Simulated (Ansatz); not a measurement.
# Debugging a many-body input for Bi2Se3 (Paraguanajuatite)

What is wrong with this input for Bi2Se3 (Paraguanajuatite)?

Method: G0W0 on PBE, plane waves, PAW, in Ansatz 0.2.0.

### 1. Set-up

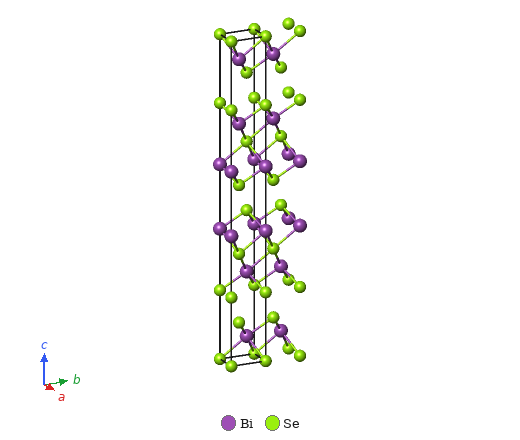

The starting structure, seen slightly off an axis (bismuth purple, selenium green). 1×2×1 cells are drawn. This picture shows the conventional cell, with its axes. Bonds to atoms that aren't drawn are left out. Some periodic images of atoms are drawn too.

The cell and positions come from the Crystallography Open Database and are kept as given unless a step says otherwise. Spin-orbit coupling is left out unless a step names it. The default PAW set here is soft_2. Its files were made with PBE.

### 2. First try

The input, input.yaml:

```yaml
crystal:
  lattice:
    - [2.0715, 1.1959810826, 9.5453333333]
    - [-2.0715, 1.1959810826, 9.5453333333]
    - [0.0, -2.3919621653, 9.5453333333]
  atoms:
    - { symbol: Bi, position: [0.4008, 0.4008, 0.4008] }
    - { symbol: Bi, position: [0.5992, 0.5992, 0.5992] }
    - { symbol: Se, position: [0.0, 0.0, 0.0] }
    - { symbol: Se, position: [0.2117, 0.2117, 0.2117] }
    - { symbol: Se, position: [0.7883, 0.7883, 0.7883] }
kpoints:
  mp_grid: { grid: [2, 2, 2] }
hamiltonian:
  xc: pbe
scf:
  occupations: { method: fixed }
gw:
  n_empty_bands: 230
  ecut_chi: 80
  qp_bands: [v2, c2]
  qp_kpoints: band_edges
  screening: { model: contour_deformation }
```

On the command line:

```console
$ ansatz run input.yaml --threads 3 --pin off --max-ram 92160MiB --backend cuda --events-out ev --progress --plain --runs-dir out --devices 1 --max-vram 13GiB
```

Numbers of over 12 decimals in the logs are rounded to 6 here.

The log of the run:

```text
GPUs: using 1 of 1 available (devices: 1).
Engine: ansatz 0.2.0, x86_64-unknown-linux-gnu
Pseudopotentials: kind: paw
Pseudopotential: Bi, paw, valence charge 15, recommended cutoff 420 eV (normal), Bi.paw.azcp
Pseudopotential: Se, paw, valence charge 16, recommended cutoff 420 eV (normal), Se.paw.azcp
Functional definition: PBE
  parameter kappa = 0.804
  parameter beta = 0.066725
  exchange = pbe_x(kappa = kappa, mu = beta*pi^2/3)
  correlation = pbe_c(beta = beta)
concurrent solve slots: 2 of 3 are kept, ahead of what memory takes: no pass of the eigensolver takes more rounds on 2
device memory: the entry about to start is reckoned to put 3.5 GiB on a device that reports 39.2 GiB free (of which the cap on the GPU budget leaves the run 13.0 GiB)
GPU FFT provider: cuFFT
GPU libraries: cuBLAS 13.8.2, cuFFT 12.4.0, cuSOLVER 12.3.4
Crystal: 5 atoms, lattice volume = 141.890 Å³
Basis set: ecut = 420 eV, 2743 PW (Γ)
Bands: 47, of which v1, the nominal top of the filled ones, is band 39 counted from 1 (38 counted from 0)
Symmetry: 12 space group operations
Space group: R-3m (ITA 166), of the structure as read, at distance tolerance 5.2e-5 Å
k-points: 4 of 8
Non-local potential: Bi, projectors of the file, l = 0: 2, l = 1: 2, l = 2: 2, l = 3: 2
Non-local potential: Se, projectors of the file, l = 0: 2, l = 1: 2, l = 2: 3, l = 3: 1
PAW form: soft (Blöchl's): semilocal exchange-correlation on the pseudo side does not see the compensation charge
PAW one-centre angular grid: Bi, 590 points (default); XC on 64 Gauss nodes
PAW one-centre angular grid: Se, 590 points (default); XC on 64 Gauss nodes
Initial density: superposition of atomic densities (neutral atoms: chi_scale 0, normalization atom), corrected by the library's trained network
Initial wavefunctions: pseudopotential atomic-orbital guess
GPU buffer pool allocated for 373248 grid points (all kernels)
GPU transforms: local potential and band sums: pruned to the plane-wave sphere, on 72×72×72
Functional: x = pbe(κ = 0.804, μ = 0.219515), c = pbe(β = 0.066725)
SCF iter   1: F=—  HF=-41201.267774 eV  |F-HF|=—  |Δ(HF+E_count)|=         —  Δρ=4.03e-3  dr2=4.02e-2  ethr=1.77e-3  ⟨swp⟩=4.8  Hψ=589  notcnv=0  defer=23
preconditioner: auto → Resta (q_TF=auto, 2.469 Å⁻¹)  ε∞=4.2  [insulator: Δε(μ)=0.207 eV  Ē_g=9.204 eV  n_scr=36 (ndim 8)  ℏωp=16.5 eV  f_vac=0.032  ε∞_Penn≈4.2]
SCF iter   2: F=—  HF=-41201.256715 eV  |F-HF|=—  |Δ(HF+E_count)|=   1.11e-2  Δρ=1.87e-3  dr2=1.00e-2  ethr=5.15e-5  ⟨swp⟩=3.0  Hψ=359  notcnv=0  defer=22
SCF iter   3: F=—  HF=-41201.255409 eV  |F-HF|=—  |Δ(HF+E_count)|=   1.31e-3  Δρ=1.02e-3  dr2=2.71e-3  ethr=1.29e-5  ⟨swp⟩=2.0  Hψ=222  notcnv=0  defer=22
SCF iter   4: F=—  HF=-41201.255366 eV  |F-HF|=—  |Δ(HF+E_count)|=   4.23e-5  Δρ=3.00e-4  dr2=2.27e-4  ethr=3.48e-6  ⟨swp⟩=2.0  Hψ=235  notcnv=0  defer=22
SCF iter   5: F=—  HF=-41201.255418 eV  |F-HF|=—  |Δ(HF+E_count)|=   5.15e-5  Δρ=1.32e-4  dr2=4.10e-5  ethr=2.91e-7  ⟨swp⟩=2.0  Hψ=298  notcnv=0  defer=10
SCF iter   6: F=—  HF=-41201.255441 eV  |F-HF|=—  |Δ(HF+E_count)|=   2.30e-5  Δρ=4.58e-5  dr2=3.67e-6  ethr=5.26e-8  ⟨swp⟩=2.0  Hψ=298  notcnv=0  defer=6
SCF iter   7: F=—  HF=-41201.255446 eV  |F-HF|=—  |Δ(HF+E_count)|=   5.49e-6  Δρ=1.50e-5  dr2=4.13e-7  ethr=4.70e-9  ⟨swp⟩=2.0  Hψ=278  notcnv=0  defer=6
SCF iter   8: F=-41201.255447 eV  HF=-41201.255447 eV  |F-HF|=4.93e-8  |Δ(HF+E_count)|=   5.21e-7  Δρ=3.83e-6  dr2=2.51e-8  ethr=1.28e-10  ⟨swp⟩=11.2  Hψ=826  notcnv=0
SCF 1 converged in 8 iterations: F = -41201.255447 eV  dr2 = 2.51e-8
[...]
concurrent solve slots: 2 of 3 are kept, ahead of what memory takes: no pass of the eigensolver takes more rounds on 2
device memory: the entry about to start is reckoned to put 4.2 GiB on a device that reports 38.9 GiB free (of which the cap on the GPU budget leaves the run 13.0 GiB)
NSCF: frozen V_eff on 4 k-points
[...]
concurrent solve slots: 2 of 3 are kept, ahead of what memory takes: no pass of the eigensolver takes more rounds on 2
device memory: the entry about to start is reckoned to put 2.9 GiB on a device that reports 39.9 GiB free (of which the cap on the GPU budget leaves the run 13.0 GiB)
NSCF: frozen V_eff on 4 k-points
G₀W₀ screening: q 1/4
[... further progress lines ...]
device memory: the entry about to start is reckoned to put 1.4 GiB on a device that reports 40.0 GiB free (of which the cap on the GPU budget leaves the run 13.0 GiB)
NSCF: frozen V_eff on 1 k-points
device memory: the entry about to start is reckoned to put 1.4 GiB on a device that reports 39.9 GiB free (of which the cap on the GPU budget leaves the run 13.0 GiB)
NSCF: frozen V_eff on 1 k-points
device memory: the entry about to start is reckoned to put 1.4 GiB on a device that reports 38.9 GiB free (of which the cap on the GPU budget leaves the run 13.0 GiB)
NSCF: frozen V_eff on 1 k-points
SCF converged after 8 iterations
Free energy (F): -41201.255447 eV
Harris-Foulkes:  -41201.255447 eV  (|F-HF|=4.93e-8)
Internal energy: -41201.255447 eV  (E = F + TS)
E sigma→0 (E₀):  -41201.255447 eV
Fermi energy:    9.150717 eV
--- Per-component energies (eV) ---
  E_band       = -1331.572381
  E_kinetic    = 960.453940
  E_local      = -10365.819952  (includes V_loc(G=0)·N_el)
  E_nonlocal   = -663.556898
  E_hartree    = 4618.457389
  E_xc         = -617.685715
  E_vxc        = -585.736027  (∫ρ·V_xc dr)
  E_paw        = -27058.724988  (= ΣΔE_a)
  E_vpaw       = 86.176925  (= ΣTr[D̂ρ^β])
  E_aug_tail   = -0.002644  (compensation charges beyond the density's cutoff)
  E_ewald      = -8074.376580
  E_smearing   = -0.000000  (= −TS)
  E_closure    = -0.000000  (closes the sum)
  Σ components = -41201.255447   (vs F -41201.255447, Δ=0.00e0)
--- Band table (eV) ---
  k-point 0: bands = [... 35 lower, 7.2889, 7.9420, 7.9420, 9.1507, 9.3203, 10.4858, 10.4858, 11.2301, ... 4 higher]
  k-point 1: bands = [... 35 lower, 6.1307, 6.9812, 7.9171, 8.5840, 9.9539, 11.0168, 12.0926, 12.2720, ... 4 higher]
  k-point 2: bands = [... 35 lower, 7.2241, 7.2521, 7.5033, 8.1402, 10.4704, 11.0606, 11.6977, 12.1012, ... 4 higher]
  k-point 3: bands = [... 35 lower, 7.5985, 7.7622, 7.7622, 8.6601, 9.7790, 10.8003, 10.8003, 11.1466, ... 4 higher]
--- G₀W₀: contour deformation, 8 samples at zero and on the imaginary axis and 1 off it, 8 q-points, 230 empty bands' worth ---
  eigenvalues of the whole cell's RPA ε∞ on this k-mesh (on a slab, of 1 + 4πα/V) = 45.6413, 45.6413, 571.8431; static W/v taken at q = 0 is 0.015084
  bands read: the sum over 269 bands ends inside a degenerate multiplet in 1 slot, whose members it reads at an even weight; the widest, k=0: bands 269 to 270 (counted from 1) at 1/2 each
  gw.qp_kpoints: band_edges: 4 of 4 stored k-points solved, in 1 pass; an edge of the gap read off the rows below is read off those points alone
    ik  band        ε_KS         Σx   Σc(E_QP)       V_xc       Z   E_QP_lin       E_QP  E_QP is
     0    38      7.9420   -17.5709     2.4318   -14.9012  0.6911     7.6834     7.7041  root
     0    39      9.1507   -16.5612     0.9107   -15.5692  0.7089     9.0688     9.0695  root
     0    40      9.3203    -9.6799    -3.0581   -12.7794  0.7292     9.3617     9.3617  root
     0    41     10.4858    -9.5636    -3.6211   -13.3086  0.7208    10.6125    10.6096  root
     1    38      7.9171   -17.2734     2.1630   -14.8703  0.7015     7.6561     7.6770  root
     1    39      8.5840   -16.4687     1.1826   -15.1480  0.7186     8.4421     8.4459  root
     1    40      9.9539    -9.7088    -3.1384   -12.9225  0.7356    10.0300    10.0292  root
     1    41     11.0168    -9.9640    -3.4037   -13.5136  0.7291    11.1673    11.1627  root
     2    38      7.5033   -17.0019     2.4514   -14.3610  0.6169     7.2903     7.3140  root
     2    39      8.1402   -16.4068     1.3828   -14.8439  0.7139     7.9528     7.9601  root
     2    40     10.4704    -9.9478    -3.1587   -13.1477  0.6688    10.5119    10.5116  root
     2    41     11.0606    -9.6682    -3.3284   -13.1069  0.7071    11.1719    11.1709  root
     3    38      7.7622   -17.4581     2.5665   -14.6708  0.6658     7.5221     7.5415  root
     3    39      8.6601   -15.6005     0.9344   -14.6235  0.6677     8.6171     8.6174  root
     3    40      9.7790   -10.7944    -2.8215   -13.6385  0.6407     9.8016     9.8016  root
     3    41     10.8003    -9.8084    -3.7696   -13.6878  0.6669    10.9138    10.9101  root
```

Run time: 13 s. Hardware: 1 × NVIDIA H100 80GB HBM3 (shared by 6 runs) with 3 threads of AMD EPYC 7R13 (Zen 3), shared host; peak memory 1.2 GiB; 9.6 s of CPU time.

Q: What is the fault?

The run ended normally, though the input holds a fault or crude settings.

The fault: G0W0 on a mesh far too coarse. So few points can't sample the density or the screening, and the band edges may lie elsewhere in the zone.

It printed a gap of 0.29 eV, which is an artefact of the settings.

### 3. A better input

Now the one-shot GW correction: screening in the RPA, then the self-energy of the levels asked for.

input.yaml, as its differences from that of step 2:

```diff
@@ -12,3 +12,3 @@
 kpoints:
-  mp_grid: { grid: [2, 2, 2] }
+  mp_grid: { grid: [4, 4, 4] }
 hamiltonian:
@@ -18,4 +18,4 @@
 gw:
-  n_empty_bands: 230
-  ecut_chi: 80
+  n_empty_bands: 423
+  ecut_chi: 120
   qp_bands: [v2, c2]
```

The log of the run:

```text
GPUs: using 1 of 1 available (devices: 1).
[...]
GPU FFT provider: cuFFT
GPU libraries: cuBLAS 13.8.2, cuFFT 12.4.0, cuSOLVER 12.3.4
Crystal: 5 atoms, lattice volume = 141.890 Å³
Basis set: ecut = 420 eV, 2743 PW (Γ)
Bands: 47, of which v1, the nominal top of the filled ones, is band 39 counted from 1 (38 counted from 0)
[... 1 set-up line as in the run before ...]
[...]
k-points: 13 of 64
[...]
GPU buffer pool allocated for 373248 grid points (all kernels)
[...]
SCF iter   1: F=—  HF=-41202.230865 eV  |F-HF|=—  |Δ(HF+E_count)|=         —  Δρ=1.34e-3  dr2=5.62e-3  ethr=1.77e-3  ⟨swp⟩=5.0  Hψ=1969  notcnv=0  defer=72
[...]
SCF iter   7: F=-41202.229253 eV  HF=-41202.229253 eV  |F-HF|=2.73e-8  |Δ(HF+E_count)|=   2.04e-7  Δρ=5.70e-6  dr2=4.95e-8  ethr=1.28e-10  ⟨swp⟩=10.5  Hψ=2638  notcnv=0
SCF 1 converged in 7 iterations: F = -41202.229253 eV  dr2 = 4.95e-8
[...]
2    40      9.9203    -9.8142    -3.1497   -12.9294  0.7651     9.8860     9.8858  root
     2    41     11.0006   -10.0817    -3.4331   -13.5222  0.7518    11.0080    11.0080  root
     4    38      8.1046   -16.3266     1.1483   -14.7738  0.7143     7.7355     7.7002  root
     4    39      8.1688   -16.6734     1.3507   -14.9172  0.7139     7.7878     7.7634  root
[...]
7    39      8.8021   -15.4275     0.2743   -14.7918  0.7324     8.5144     8.4407  root ?
[...]
8    39      8.8075   -16.7371     0.8058   -15.5553  0.7375     8.4710     8.4316  root ?
     8    40      9.9529    -9.8978    -3.2214   -13.0985  0.7657     9.9323     9.9322  root
     8    41     10.9994   -10.2570    -3.4870   -13.7608  0.7481    11.0161    11.0161  root
    12    38      7.6981   -17.0173     1.9426   -14.6664  0.7076     7.2680     7.2897  root ?
    12    39      8.6222   -15.8052     0.6995   -14.7460  0.7233     8.3108     8.2626  root ?
    12    40      9.7111   -10.5930    -3.0186   -13.5450  0.7311     9.6453     9.6446  root
    12    41     10.7810   -10.1928    -3.4951   -13.6828  0.7290    10.7759    10.7758  root
[key lines of the parts left out:]
SCF converged after 7 iterations
Free energy (F): -41202.229253 eV
Fermi energy:    9.072591 eV
```

Run time: 2 min. Hardware: 1 × NVIDIA H100 80GB HBM3 (shared by 6 runs) with 3 threads; peak memory 1.8 GiB.

This step gave:

```
bands summed                                 : 462
RPA ε∞ on this mesh (eigenvalues)            : 21.13, 21.13, 51.41
plane waves in the screening matrix          : 431
q-points in the mesh                         : 64
G0W0 gap on the mesh                         : 0.5221 eV
k of the valence top                         : 0, 0, 0
k of the conduction bottom                   : 0, 0, 0
starting gap on the mesh                     : 0.2284 eV
Z at the valence top                         : 0.7370
Z at the conduction bottom                   : 0.7688
least direct G0W0 gap on the computed points : 0.5221 eV
```

The gap on the mesh goes from 0.23 eV to 0.52 eV, a correction of +0.29 eV. The program marks an edge row as in doubt. Between the two edge states, bare exchange in place of the xc potential would open the gap by 3.49 eV, and correlation takes back 3.20 eV.

### 4. Outcome

```yaml
first_try: converged after 13 s
better_run: G0W0 gap on the mesh 0.52 eV (4×4×4 mesh, 423 empty bands, screening to 120 eV)
```

**Reading.** The second run differs in: mesh, empty bands and screening cutoff (eV). Bands and cutoff are finite, so the gap is not at the basis limit. The miss can reach some tenths of an eV and take either sign; the mesh is an error of its own. Where an edge is built on 6p states of lead, bismuth or thallium, scalar-relativistic gaps usually stand too wide, by a few tenths to over one eV. With atoms this heavy and so narrow a gap, spin-orbit coupling can invert the bands. These scalar-relativistic gaps are then model values, not to be set against experiment, and a spin-orbit change taken from DFT can't simply be added. The RPA ε∞ on this mesh reaches over 25; with a narrow direct gap a coarse mesh can overstate it, and the correction is then too small. The program marks a band-edge row as in doubt, so the gap is less sure than its digits.

[Paths, hosts, dates, memory and timing lines, banners, echoed tables and standing remarks are left out of the program output.]

[Logs are printed without paths, hosts, clocks, repeated set-up lines and the standing remarks that a program may print on its own settings, such as how far it seeks lower states.]

[Runs of the session that timed out or met a known fault of the program may be left out.]

[Cells called generated may have been cut or substituted from an entry of the Crystallography Open Database or the Materials Project.]

[Hosts, paths, dates, database ids (printed as entryN), source tags and the programs' standing remarks are cut or masked in the printed files.]
